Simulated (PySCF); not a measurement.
# C5H3F3: electronic excitations at several levels of theory

How much do the electronic excitations of C5H3F3 (`C#C/C(F)=C/C(F)F`) depend on the level of theory, and what does each level cost?

Programs: PySCF 2.14.0, with density-fitted response routines of our own. Each step states its level of theory. These are calculated values for one molecule in the gas phase, unless marked as measured. Atoms count from 0, in the outputs and in this text.

### Step 1. The starting structure

11 atoms, charge 0, multiplicity 1; geometry from: GFN2-xTB. The atoms were then displaced at random by about 0.01 Å, so the start is not that level's minimum.

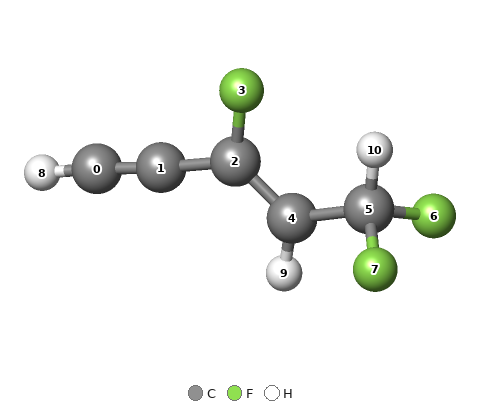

As it starts; carbon grey, fluorine green, hydrogen white, atoms numbered.

### Step 2. Relaxing the molecule at PBE0-D3(BJ)/def2-SVP

What the job is given:

```
{"job": {"xc": "PBE0", "basis": "def2-SVP", "d3": "d3bj", "grid": 1, "shake": 0.01, "kind": "geom"}, "charge": 0, "multiplicity": 1}
C      3.090910     0.111370     0.261560
C      1.884840     0.091430     0.473070
C      0.496450     0.050450     0.794050
F      0.283970     0.124020     2.117170
C     -0.474120    -0.054660    -0.096190
C     -1.919380    -0.086060     0.293380
F     -2.487550    -1.230390    -0.166550
F     -2.577570     0.936550    -0.294890
H      4.093580     0.175460     0.052060
H     -0.252600    -0.104720    -1.128840
H     -2.100430    -0.039280     1.389090
```

Launch:

```bash
$ OMP_NUM_THREADS=1 python probes_run.py task.json out
```

One launch serves the whole session: the jobs run in the order shown.

Output:

```text
step   0  E = -490.87902744  max force = 0.070264
step   1  E = -490.88159490  max force = 0.022517
step   2  E = -490.88232126  max force = 0.010764
step   3  E = -490.88294668  max force = 0.014582
step   4  E = -490.88323419  max force = 0.002572
step   5  E = -490.88325278  max force = 0.007528
step   6  E = -490.88334389  max force = 0.000856
step   7  E = -490.88335101  max force = 0.000846
step   8  E = -490.88335655  max force = 0.000279
optimisation converged
```

Wall time 52 s (1 thread of Arm Neoverse V2, shared host); peak memory 0.51 GiB.

The steps of the relaxation:

```
step  energy from step 0 (eV)  largest force component (eV/Å)
   0                   0.0000                          3.6131
   1                  -0.0699                          1.1579
   2                  -0.0896                          0.5535
   3                  -0.1066                          0.7498
   4                  -0.1145                          0.1323
   5                  -0.1150                          0.3871
   6                  -0.1175                          0.0440
   7                  -0.1177                          0.0435
   8                  -0.1178                          0.0143
```

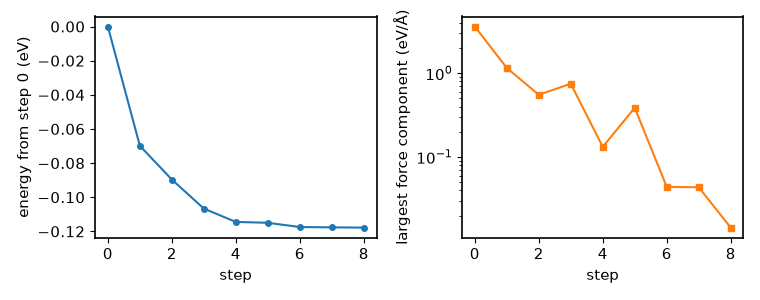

Energy and largest force along the relaxation.

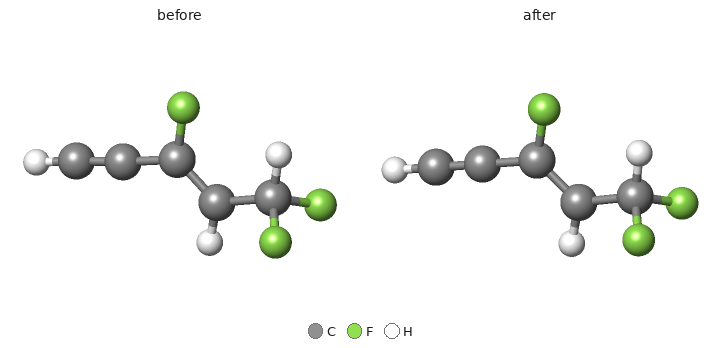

The geometry before (left) and after (right).

Close pairs (by a distance rule), those that changed most:

```csv
bond,before (Å),after (Å),change (Å)
C0–H8,1.026,1.075,+0.049
C4–H9,1.057,1.091,+0.034
C2–C4,1.321,1.338,+0.017
C0–C1,1.225,1.212,-0.013
C5–H10,1.112,1.101,-0.010
C4–C5,1.497,1.488,-0.010
C2–F3,1.342,1.335,-0.007
C5–F6,1.358,1.354,-0.004
```

The end geometry stands in the next job.

| at the end point | value |
| --- | --- |
| point group (found at 0.08 Å tolerance) | Cs |
| rotational constants (GHz, main isotopes) | 4.510, 0.992, 0.951 |
| dipole moment (D) | 2.52 |

### Step 3. Excited states and response: PBE0/def2-SVP

What the job is given:

```
{"job": {"kind": "uv", "xc": "PBE0", "basis": "def2-SVP"}, "charge": 0, "multiplicity": 1}
C      3.068690     0.201344     0.173842
C      1.893523     0.140916     0.463239
C      0.513138     0.067788     0.805784
F      0.270417     0.153643     2.116046
C     -0.491716    -0.070746    -0.067307
C     -1.921518    -0.139973     0.337587
F     -2.472905    -1.288575    -0.121147
F     -2.606852     0.882800    -0.225980
H      4.110989     0.255749    -0.084467
H     -0.266913    -0.132778    -1.133450
H     -2.059031    -0.095735     1.429546
```

Level: TDDFT PBE0/def2-SVP, vertical, gas phase, core orbitals frozen in the response.

Output:

```text
coarse grid: 10552 points
cycle   1  E = -490.6844160202  dE =  1.201e+00  |g| = 8.285e-01  |ddm| = 3.768e+00
cycle   2  E = -490.5803425109  dE =  1.041e-01  |g| = 1.155e+00  |ddm| = 1.677e+00
cycle   3  E = -490.8039459239  dE = -2.236e-01  |g| = 1.212e-01  |ddm| = 1.034e+00
cycle   4  E = -490.8056339068  dE = -1.688e-03  |g| = 9.010e-02  |ddm| = 1.659e-01
cycle   5  E = -490.8076691940  dE = -2.035e-03  |g| = 1.610e-02  |ddm| = 7.686e-02
cycle   6  E = -490.8077292278  dE = -6.003e-05  |g| = 3.962e-03  |ddm| = 1.860e-02
cycle   7  E = -490.8077321272  dE = -2.899e-06  |g| = 1.779e-03  |ddm| = 5.229e-03
final grid: 106968 points
cycle   8  E = -490.8764870600  dE = -2.505e-05  |g| = 7.771e-03  |ddm| = 2.848e-02
cycle   9  E = -490.8764700577  dE =  1.700e-05  |g| = 1.211e-02  |ddm| = 1.855e-02
cycle  10  E = -490.8764996851  dE = -2.963e-05  |g| = 1.157e-03  |ddm| = 1.153e-02
cycle  11  E = -490.8765000121  dE = -3.270e-07  |g| = 3.954e-04  |ddm| = 1.495e-03
cycle  12  E = -490.8765000469  dE = -3.474e-08  |g| = 1.379e-04  |ddm| = 4.255e-04
cycle  13  E = -490.8765000502  dE = -3.361e-09  |g| = 8.006e-05  |ddm| = 1.612e-04
cycle  14  E = -490.8765000518  dE = -1.550e-09  |g| = 7.341e-06  |ddm| = 6.819e-05
cycle  15  E = -490.8765000518  dE = -1.012e-11  |g| = 2.225e-06  |ddm| = 8.152e-06
converged SCF energy = -490.8765000518

Static polarisability (au): isotropic 53.656, principal 30.061 40.845 90.062

Singlet excitations
state   eV       nm        f      main configurations
  1   5.5751    222.4   0.00021   H-1->L 0.93
  2   5.7224    216.7   0.32631   H->L 0.81, H-1->L+1 0.13
  3   5.9471    208.5   0.00022   H->L+1 0.92
  4   6.8913    179.9   0.00001   H-2->L 0.98
  5   7.1342    173.8   0.21535   H-3->L 0.70, H-1->L+1 0.15, H->L 0.12
  6   7.9221    156.5   0.00084   H-3->L+1 0.93
  7   8.3780    148.0   0.35812   H->L+4 0.40, H-1->L+1 0.39, H-3->L 0.13
  8   8.4351    147.0   0.00148   H-5->L 0.54, H-6->L 0.44
  9   8.6233    143.8   0.00048   H-4->L 0.99
 10   8.6661    143.1   0.00024   H->L+2 0.63, H->L+3 0.30

Triplet excitations (Tamm-Dancoff, eV): 3.3727 5.0903 5.2595 5.6804
```

Run time: 16 s. Hardware: 1 thread of Arm Neoverse V2, shared host; peak memory 0.65 GiB.

The orbitals next to the gap, with their largest atomic shares:

```
orbital     eV                      atoms
 HOMO−3  -9.88  C1 36 %, C0 23 %, F3 16 %
 HOMO−2  -9.86  F7 24 %, F6 24 %, C5 16 %
 HOMO−1  -8.97           C0 46 %, C1 44 %
   HOMO  -7.73  C4 36 %, C0 25 %, C2 16 %
   LUMO  -1.57  C4 29 %, C0 24 %, C2 22 %
 LUMO+1   0.03  C0 42 %, C1 32 %, C2 12 %
 LUMO+2   2.31  H8 44 %, H9 17 %, C0 13 %
```

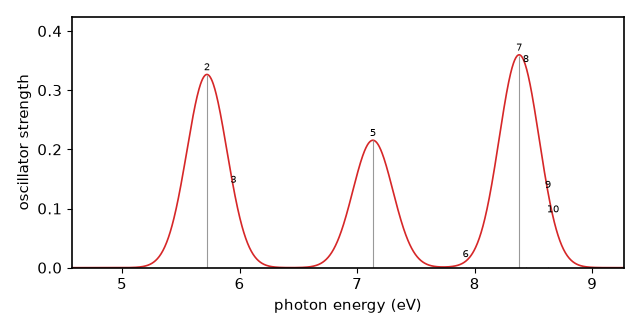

Absorption spectrum from the 10 singlet states computed; above the last one it falls off for lack of states. Lines are broadened to a width of 0.40 eV (Gaussian).

Ground-state properties from the same run:

```
           property  computed
  dipole moment (D)      2.52
polarisability (Å³)      7.95
 HOMO–LUMO gap (eV)      6.17
      −ε(HOMO) (eV)      7.73
```

### Step 4. Ultraviolet spectrum: PBE0/def2-TZVP

Same as in step 3 but for these lines:

```diff
@@ -1,2 +1,2 @@
-{"job": {"kind": "uv", "xc": "PBE0", "basis": "def2-SVP"}, "charge": 0, "multiplicity": 1}
+{"job": {"kind": "uv", "xc": "PBE0", "basis": "def2-TZVP"}, "charge": 0, "multiplicity": 1}
 C      3.068690     0.201344     0.173842
```

Method: TDDFT PBE0/def2-TZVP, vertical, gas phase, core orbitals frozen in the response.

Output:

```text
coarse grid: 10552 points
cycle   1  E = -491.3344709253  dE =  1.260e+00  |g| = 8.344e-01  |ddm| = 4.521e+00
cycle   2  E = -491.2254361116  dE =  1.090e-01  |g| = 1.205e+00  |ddm| = 1.713e+00
cycle   3  E = -491.4469962515  dE = -2.216e-01  |g| = 1.269e-01  |ddm| = 1.139e+00
cycle   4  E = -491.4485817271  dE = -1.585e-03  |g| = 9.601e-02  |ddm| = 1.558e-01
cycle   5  E = -491.4507719295  dE = -2.190e-03  |g| = 2.267e-02  |ddm| = 6.572e-02
cycle   6  E = -491.4508839894  dE = -1.121e-04  |g| = 4.371e-03  |ddm| = 2.236e-02
cycle   7  E = -491.4508874076  dE = -3.418e-06  |g| = 1.802e-03  |ddm| = 4.901e-03
final grid: 106968 points
cycle   8  E = -491.4518924089  dE = -7.971e-05  |g| = 6.755e-03  |ddm| = 1.351e-01
cycle   9  E = -491.4518808379  dE =  1.157e-05  |g| = 1.018e-02  |ddm| = 1.826e-02
cycle  10  E = -491.4519016728  dE = -2.083e-05  |g| = 1.315e-03  |ddm| = 1.033e-02
cycle  11  E = -491.4519020341  dE = -3.613e-07  |g| = 4.115e-04  |ddm| = 1.964e-03
cycle  12  E = -491.4519020664  dE = -3.227e-08  |g| = 1.840e-04  |ddm| = 4.907e-04
cycle  13  E = -491.4519020728  dE = -6.403e-09  |g| = 5.923e-05  |ddm| = 2.255e-04
cycle  14  E = -491.4519020735  dE = -7.335e-10  |g| = 2.308e-05  |ddm| = 5.325e-05
converged SCF energy = -491.4519020735

Static polarisability (au): isotropic 62.087, principal 39.324 48.489 98.447

Singlet excitations
state   eV       nm        f      main configurations
  1   5.5079    225.1   0.00044   H-1->L 0.92
  2   5.5882    221.9   0.33507   H->L 0.83, H-1->L+1 0.12
  3   5.8144    213.2   0.00014   H->L+1 0.91
  4   6.9392    178.7   0.00003   H-3->L 0.98
  5   7.0336    176.3   0.22692   H-2->L 0.68, H-1->L+1 0.19, H->L 0.10
  6   7.7769    159.4   0.00104   H-2->L+1 0.87
  7   8.1548    152.0   0.31349   H->L+5 0.39, H-1->L+1 0.38, H-2->L 0.16
  8   8.2022    151.2   0.00379   H->L+3 0.46, H->L+2 0.45
  9   8.4469    146.8   0.00375   H-5->L 0.67, H-6->L 0.26
 10   8.4852    146.1   0.00326   H->L+2 0.48, H->L+3 0.41

Triplet excitations (Tamm-Dancoff, eV): 3.3565 5.0252 5.2239 5.5842
```

It took 51 s on 1 thread of Arm Neoverse V2, shared host; peak memory 0.99 GiB.

In short: HOMO -7.81 eV, LUMO -1.69 eV; lowest singlet 5.51 eV.

### Step 5. Ultraviolet spectrum: PBE0/aug-cc-pVDZ

Same as in step 4 but for these lines:

```diff
@@ -1,2 +1,2 @@
-{"job": {"kind": "uv", "xc": "PBE0", "basis": "def2-TZVP"}, "charge": 0, "multiplicity": 1}
+{"job": {"kind": "uv", "xc": "PBE0", "basis": "aug-cc-pVDZ"}, "charge": 0, "multiplicity": 1}
 C      3.068690     0.201344     0.173842
```

With the program's defaults for keys left out, this is: TDDFT PBE0/aug-cc-pVDZ, vertical, gas phase, core orbitals frozen in the response.

Output:

```text
coarse grid: 10552 points
cycle   1  E = -491.1989929600  dE =  1.288e+00  |g| = 7.496e-01  |ddm| = 1.400e+01
cycle   2  E = -491.1069530825  dE =  9.204e-02  |g| = 1.072e+00  |ddm| = 3.282e+00
cycle   3  E = -491.2991133467  dE = -1.922e-01  |g| = 1.181e-01  |ddm| = 1.948e+00
cycle   4  E = -491.3009499226  dE = -1.837e-03  |g| = 8.072e-02  |ddm| = 3.497e-01
cycle   5  E = -491.3025370031  dE = -1.587e-03  |g| = 1.867e-02  |ddm| = 1.989e-01
cycle   6  E = -491.3026179701  dE = -8.097e-05  |g| = 3.518e-03  |ddm| = 6.643e-02
cycle   7  E = -491.3026205197  dE = -2.550e-06  |g| = 1.247e-03  |ddm| = 1.400e-02
final grid: 106968 points
cycle   8  E = -491.3116350596  dE = -3.793e-05  |g| = 7.732e-03  |ddm| = 2.746e-01
cycle   9  E = -491.3116210668  dE =  1.399e-05  |g| = 1.179e-02  |ddm| = 5.433e-02
cycle  10  E = -491.3116473940  dE = -2.633e-05  |g| = 1.274e-03  |ddm| = 2.246e-02
cycle  11  E = -491.3116477607  dE = -3.667e-07  |g| = 5.003e-04  |ddm| = 5.577e-03
cycle  12  E = -491.3116478175  dE = -5.681e-08  |g| = 1.869e-04  |ddm| = 1.364e-03
cycle  13  E = -491.3116478247  dE = -7.120e-09  |g| = 8.524e-05  |ddm| = 4.616e-04
cycle  14  E = -491.3116478264  dE = -1.706e-09  |g| = 1.213e-05  |ddm| = 2.058e-04
cycle  15  E = -491.3116478264  dE = -3.502e-11  |g| = 2.102e-06  |ddm| = 3.255e-05
converged SCF energy = -491.3116478264

Static polarisability (au): isotropic 66.332, principal 44.554 52.678 101.764

Singlet excitations
state   eV       nm        f      main configurations
  1   5.4927    225.7   0.00116   H-1->L 0.90
  2   5.5414    223.7   0.33940   H->L 0.84, H-1->L+1 0.09
  3   5.7535    215.5   0.00012   H->L+1 0.83
  4   6.8045    182.2   0.00158   H->L+2 0.83
  5   6.9448    178.5   0.00019   H-3->L 0.98
  6   6.9824    177.6   0.21961   H-2->L 0.64, H-1->L+1 0.22, H->L 0.09
  7   7.2831    170.2   0.01276   H->L+3 0.86
  8   7.4441    166.6   0.00519   H->L+4 0.93
  9   7.7750    159.5   0.00030   H-2->L+1 0.81
 10   7.8323    158.3   0.10800   H-1->L+1 0.37, H-1->L+2 0.20, H-2->L 0.14

Triplet excitations (Tamm-Dancoff, eV): 3.3574 5.0231 5.2197 5.5394
```

Run time: 39 s. Hardware: 1 thread of Arm Neoverse V2, shared host; peak memory 0.86 GiB.

Key values: HOMO -7.83 eV, LUMO -1.75 eV; lowest singlet 5.49 eV.

### Step 6. TDDFT and polarisability: PBE0/6-31+G*

Same as in step 5 but for these lines:

```diff
@@ -1,2 +1,2 @@
-{"job": {"kind": "uv", "xc": "PBE0", "basis": "aug-cc-pVDZ"}, "charge": 0, "multiplicity": 1}
+{"job": {"kind": "uv", "xc": "PBE0", "basis": "6-31+G*"}, "charge": 0, "multiplicity": 1}
 C      3.068690     0.201344     0.173842
```

Method: TDDFT PBE0/6-31+G*, vertical, gas phase, core orbitals frozen in the response.

Output:

```text
coarse grid: 10552 points
cycle   1  E = -491.1852709088  dE =  1.279e+00  |g| = 7.358e-01  |ddm| = 3.298e+01
cycle   2  E = -491.1025348739  dE =  8.274e-02  |g| = 1.037e+00  |ddm| = 2.164e+00
cycle   3  E = -491.2842283053  dE = -1.817e-01  |g| = 1.177e-01  |ddm| = 1.140e+00
cycle   4  E = -491.2861038101  dE = -1.876e-03  |g| = 7.869e-02  |ddm| = 2.849e-01
cycle   5  E = -491.2876093676  dE = -1.506e-03  |g| = 1.844e-02  |ddm| = 9.519e-02
cycle   6  E = -491.2876899672  dE = -8.060e-05  |g| = 3.257e-03  |ddm| = 3.021e-02
cycle   7  E = -491.2876922461  dE = -2.279e-06  |g| = 1.081e-03  |ddm| = 7.192e-03
final grid: 106968 points
cycle   8  E = -491.2642246034  dE = -2.797e-05  |g| = 8.452e-03  |ddm| = 8.716e-02
cycle   9  E = -491.2642085123  dE =  1.609e-05  |g| = 1.290e-02  |ddm| = 2.799e-02
cycle  10  E = -491.2642387494  dE = -3.024e-05  |g| = 1.255e-03  |ddm| = 1.668e-02
cycle  11  E = -491.2642391108  dE = -3.614e-07  |g| = 4.949e-04  |ddm| = 2.443e-03
cycle  12  E = -491.2642391692  dE = -5.835e-08  |g| = 1.621e-04  |ddm| = 8.635e-04
cycle  13  E = -491.2642391741  dE = -4.977e-09  |g| = 8.411e-05  |ddm| = 2.872e-04
cycle  14  E = -491.2642391758  dE = -1.701e-09  |g| = 9.333e-06  |ddm| = 1.220e-04
cycle  15  E = -491.2642391759  dE = -1.876e-11  |g| = 2.492e-06  |ddm| = 2.723e-05
converged SCF energy = -491.2642391759

Static polarisability (au): isotropic 61.337, principal 38.464 47.599 97.948

Singlet excitations
state   eV       nm        f      main configurations
  1   5.5109    225.0   0.00067   H-1->L 0.91
  2   5.5789    222.2   0.34297   H->L 0.83, H-1->L+1 0.10
  3   5.7824    214.4   0.00017   H->L+1 0.88
  4   7.0064    177.0   0.00110   H-3->L 0.97
  5   7.0227    176.5   0.23434   H-2->L 0.63, H-1->L+1 0.22, H->L 0.10
  6   7.0799    175.1   0.00166   H->L+2 0.82
  7   7.5447    164.3   0.01614   H->L+3 0.74, H-2->L+1 0.12, H->L+2 0.10
  8   7.7185    160.6   0.00086   H->L+4 0.91
  9   7.8412    158.1   0.00032   H-2->L+1 0.78, H->L+3 0.15
 10   7.9287    156.4   0.16689   H-1->L+1 0.35, H->L+6 0.28, H-2->L 0.18

Triplet excitations (Tamm-Dancoff, eV): 3.3521 5.0357 5.2170 5.5620
```

It took 22 s on 1 thread of Arm Neoverse V2, shared host; peak memory 0.73 GiB.

Key values: HOMO -7.83 eV, LUMO -1.73 eV; lowest singlet 5.51 eV.

### Step 7. Run by run: electronic excitations

Excitations and ground-state properties, with basis size and wall time:

```
             run  lowest singlet (eV)  brightest (eV)      f  gap (eV)  α (Å³)  μ (D)  functions  time
   PBE0/def2-SVP                 5.58            8.38  0.358      6.17    7.95   2.52        127  16 s
  PBE0/def2-TZVP                 5.51            5.59  0.335      6.11    9.20   2.53        266  51 s
PBE0/aug-cc-pVDZ                 5.49            5.54  0.339      6.08    9.83   2.57        211  39 s
    PBE0/6-31+G*                 5.51            5.58  0.343      6.10    9.09   2.73        150  22 s
```

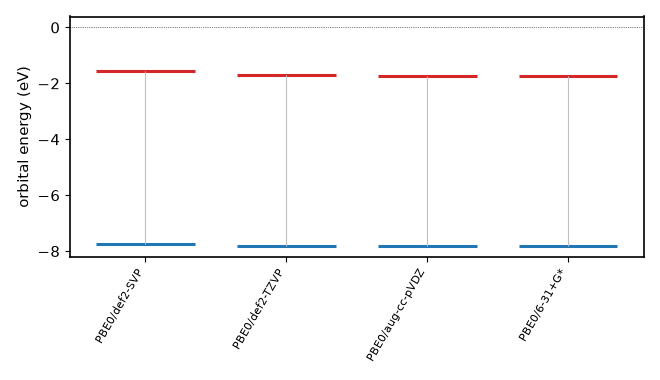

HOMO (blue) and LUMO (red) run by run.

### Step 8. Results

```
                                quantity                        value
                             point group                           Cs
    rotational constants (main isotopes)         4.51, 0.99, 0.95 GHz
          lowest singlet (PBE0/def2-SVP)  5.58 eV (222 nm), f = 0.000
brightest single state of those computed  state 7, 8.38 eV, f = 0.358
                          lowest triplet                      3.37 eV
             range of the lowest singlet              5.49 to 5.58 eV
```

In words: Single values in the summary come from the first sound run of each kind (PBE0/def2-SVP), which need not be the best level. The start of the PBE0/def2-SVP relaxation was shaken at random by about 0.01 Å, so part of the energy gained, and of the first lengths quoted, undoes that. Relaxing lowered the energy by 0.118 eV in 8 steps; the close pair that moved most is C0–H8, from 1.026 to 1.075 Å. No frequency check was run at this level, so the end point may be a saddle. The first singlet state (HOMO−1→LUMO 0.93) lies at 5.58 eV and is dark; of the 10 states computed, the strongest absorption comes from state 7 at 8.38 eV. The lowest triplet lies 2.20 eV below the lowest singlet (triplets in Tamm-Dancoff, singlets in full TDDFT). At PBE0/def2-SVP, states above −ε(HOMO) (7.73 eV) lie where TDDFT describes them poorly and they hang on the basis; the brightest is among them. The basis of PBE0/def2-SVP has no diffuse functions, so Rydberg states are missing and the high states are unreliable. The lowest singlet runs from 5.49 eV (PBE0/aug-cc-pVDZ) to 5.58 eV (PBE0/def2-SVP), while the orbital gap spans 6.08 to 6.17 eV. The lowest state need not be the same one in every run. The runs solved for a few states only, so the brightest column depends on that window.
